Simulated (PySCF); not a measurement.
**Two runs on C4H4BFSi**

System: C4H4BFSi, SMILES FBC#CC#C[SiH3].
Method of run 1: TDDFT PBE0/def2-SVPD, vertical, gas phase, core orbitals frozen in the response (PySCF 2.14.0).

The geometry comes from this level: PBE0-D3(BJ)/def2-SVP. Text and figures count atoms from 1; the logs count them from 0 in places.

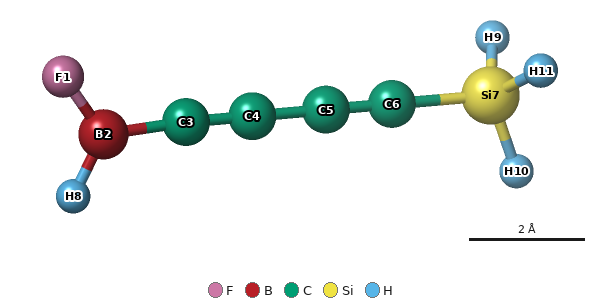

Figure 1. The input geometry (ball-and-stick view, seen at a tilt; atoms are numbered from 1 in the order of the input). Bond lengths as drawn: B–C 1.52 Å, B–F 1.32 Å, B–H 1.21 Å, C–C 1.23 to 1.36 Å, C–Si 1.84 Å and H–Si 1.49 Å.

## Input, run 1
```
{"job": {"kind": "uv", "xc": "PBE0", "basis": "def2-SVPD", "ip": true}, "charge": 0, "multiplicity": 1}
F      4.428380     0.175129     1.619617
B      3.819770     0.360123     0.462526
C      2.309572     0.192418     0.354211
C      1.100760     0.057246     0.187342
C     -0.241501    -0.100592     0.000802
C     -1.446320    -0.247606    -0.175565
Si    -3.248712    -0.474319    -0.441270
H      4.491558     0.657720    -0.495427
H     -3.617300    -1.868438    -0.063549
H     -3.567677    -0.235519    -1.877656
H     -3.988280     0.498063     0.412733
```

The first line tells a small driver script what to run in PySCF; the rest is the geometry in Å.

Command:
```bash
OMP_NUM_THREADS=1 python <driver script> task.json out
```

Hardware: 1 CPU thread, shared host.

## Output (run 1)
```
coarse grid: 10624 points
cycle   1  E = -568.0985439490  dE =  6.883e-01  |g| = 4.638e-01  |ddm| = 2.496e+01
cycle   2  E = -568.0678678860  dE =  3.068e-02  |g| = 6.471e-01  |ddm| = 3.028e+00
cycle   3  E = -568.1400113227  dE = -7.214e-02  |g| = 9.808e-02  |ddm| = 1.168e+00
cycle   4  E = -568.1415497978  dE = -1.538e-03  |g| = 5.812e-02  |ddm| = 5.109e-01
cycle   5  E = -568.1423845023  dE = -8.347e-04  |g| = 2.066e-02  |ddm| = 1.427e-01
cycle   6  E = -568.1424824879  dE = -9.799e-05  |g| = 1.819e-03  |ddm| = 6.235e-02
cycle   7  E = -568.1424835244  dE = -1.037e-06  |g| = 4.779e-04  |ddm| = 2.051e-02
final grid: 101064 points
cycle   8  E = -568.2204080632  dE = -2.744e-05  |g| = 3.023e-03  |ddm| = 2.314e-01
cycle   9  E = -568.2204063578  dE =  1.705e-06  |g| = 3.868e-03  |ddm| = 8.029e-02
cycle  10  E = -568.2204100170  dE = -3.659e-06  |g| = 1.780e-03  |ddm| = 2.340e-02
cycle  11  E = -568.2204109684  dE = -9.515e-07  |g| = 1.834e-04  |ddm| = 7.031e-03
cycle  12  E = -568.2204109763  dE = -7.903e-09  |g| = 7.250e-05  |ddm| = 1.175e-03
cycle  13  E = -568.2204109770  dE = -7.024e-10  |g| = 4.500e-05  |ddm| = 2.807e-04
cycle  14  E = -568.2204109775  dE = -4.517e-10  |g| = 1.523e-05  |ddm| = 1.512e-04
converged SCF energy = -568.2204109775

Static polarisability (au): isotropic 106.148, principal 59.996 63.783 194.665

Singlet excitations
state   eV       nm        f      main configurations
  1   3.4628    358.0   0.00002   H->L 0.98
  2   4.1387    299.6   0.05178   H-1->L 0.65, H->L+1 0.34
  3   4.6273    267.9   0.00000   H-1->L+1 0.98
  4   5.7917    214.1   0.00350   H-2->L 0.78, H->L+2 0.10
  5   6.0895    203.6   0.00045   H-4->L 0.70, H-5->L 0.16, H->L+2 0.10
  6   6.1547    201.4   1.66600   H->L+1 0.47, H-1->L 0.28, H-1->L+2 0.16
  7   6.4563    192.0   0.00310   H-3->L 0.66, H-2->L+1 0.13, H-6->L 0.10
  8   6.4817    191.3   0.00016   H->L+2 0.75, H-2->L 0.12, H-4->L 0.10
  9   6.9386    178.7   0.00339   H-3->L+1 0.63, H-6->L+1 0.24
 10   7.0085    176.9   0.00157   H-5->L 0.71, H-4->L 0.12

Triplet excitations (Tamm-Dancoff, eV): 3.0425 3.1583 3.6105 4.3106
Vertical ionisation energy (delta-SCF) = 9.6272 eV
Vertical electron affinity (delta-SCF) = 1.0639 eV
```

For run 2 the input was changed thus:
```diff
-"basis": "def2-SVPD"
-"ip": true
+"basis": "6-31G*"
```

How does run 2 compare with run 1?

The total energy of run 2 is 164.9 kcal/mol lower, which measures the change of basis and not a stability. The HOMO goes from −7.80 to −7.49 eV. The LUMO goes from −2.71 to −2.36 eV. The dipole moment goes from 2.02 to 1.71 D. The strongest computed line goes from 6.15 to 6.31 eV. Diffuse functions give room to the loosely bound empty orbitals, which lowers the LUMO. The number of SCF iterations is the same. The basis functions go from 179 to 110.

## Output (run 2)
```
coarse grid: 10624 points
cycle   1  E = -568.4791512110  dE =  7.400e-01  |g| = 5.161e-01  |ddm| = 4.974e+00
cycle   2  E = -568.4408977841  dE =  3.825e-02  |g| = 7.225e-01  |ddm| = 1.272e+00
cycle   3  E = -568.5295298947  dE = -8.863e-02  |g| = 9.607e-02  |ddm| = 7.587e-01
cycle   4  E = -568.5311084666  dE = -1.579e-03  |g| = 5.491e-02  |ddm| = 1.364e-01
cycle   5  E = -568.5318268917  dE = -7.184e-04  |g| = 2.233e-02  |ddm| = 5.788e-02
cycle   6  E = -568.5319444565  dE = -1.176e-04  |g| = 1.678e-03  |ddm| = 2.254e-02
cycle   7  E = -568.5319452420  dE = -7.855e-07  |g| = 6.034e-04  |ddm| = 3.871e-03
final grid: 101064 points
cycle   8  E = -568.4832085458  dE = -2.347e-05  |g| = 3.538e-03  |ddm| = 4.741e-02
cycle   9  E = -568.4832052794  dE =  3.266e-06  |g| = 4.834e-03  |ddm| = 1.651e-02
cycle  10  E = -568.4832113772  dE = -6.098e-06  |g| = 2.118e-03  |ddm| = 7.140e-03
cycle  11  E = -568.4832127272  dE = -1.350e-06  |g| = 1.976e-04  |ddm| = 2.317e-03
cycle  12  E = -568.4832127351  dE = -7.901e-09  |g| = 9.175e-05  |ddm| = 3.420e-04
cycle  13  E = -568.4832127363  dE = -1.234e-09  |g| = 4.514e-05  |ddm| = 1.253e-04
cycle  14  E = -568.4832127368  dE = -4.621e-10  |g| = 1.815e-05  |ddm| = 4.671e-05
converged SCF energy = -568.4832127368

Static polarisability (au): isotropic 87.794, principal 40.882 45.403 177.097

Singlet excitations
state   eV       nm        f      main configurations
  1   3.4910    355.2   0.00002   H->L 0.98
  2   4.1685    297.4   0.04668   H-1->L 0.64, H->L+1 0.35
  3   4.6404    267.2   0.00004   H-1->L+1 0.98
  4   5.8630    211.5   0.00277   H-2->L 0.82, H->L+2 0.10
  5   6.1413    201.9   0.00005   H-4->L 0.74, H-5->L 0.09
  6   6.3077    196.6   1.59373   H->L+1 0.46, H-1->L 0.28, H-1->L+2 0.18
  7   6.5403    189.6   0.02728   H-3->L 0.69, H-2->L+1 0.12
  8   6.6133    187.5   0.00026   H->L+2 0.79, H-4->L 0.11
  9   6.9892    177.4   0.00158   H-3->L+1 0.78, H-6->L+1 0.16
 10   7.2738    170.5   0.00394   H-5->L 0.83, H-4->L 0.10

Triplet excitations (Tamm-Dancoff, eV): 3.0470 3.1775 3.6133 4.3163
```

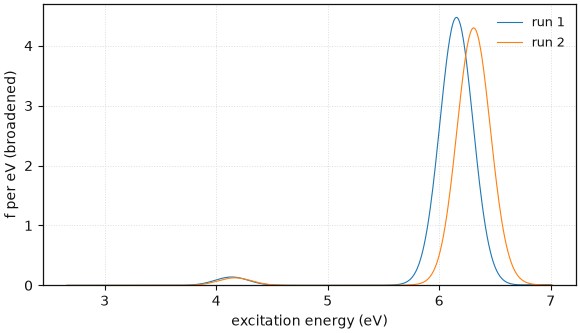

Figure 2. Absorption of the two runs from their computed states, each broadened by a Gaussian of 0.35 eV full width; the range ends where the shorter list of states ends.

## The two runs side by side

| quantity | run 1 | run 2 |
| --- | --- | --- |
| outcome | converged | converged |
| total energy (hartree) | −568.220411 | −568.483213 |
| HOMO (eV) | −7.80 | −7.49 |
| LUMO (eV) | −2.71 | −2.36 |
| dipole moment (D) | 2.02 | 1.71 |
| lowest excitation (eV) | 3.46 | 3.49 |
| SCF iterations | 14 | 14 |
| strongest computed line (eV) | 6.15 | 6.31 |
| basis functions | 179 | 110 |
| wall time (shared host) | 78 s | 11 s |
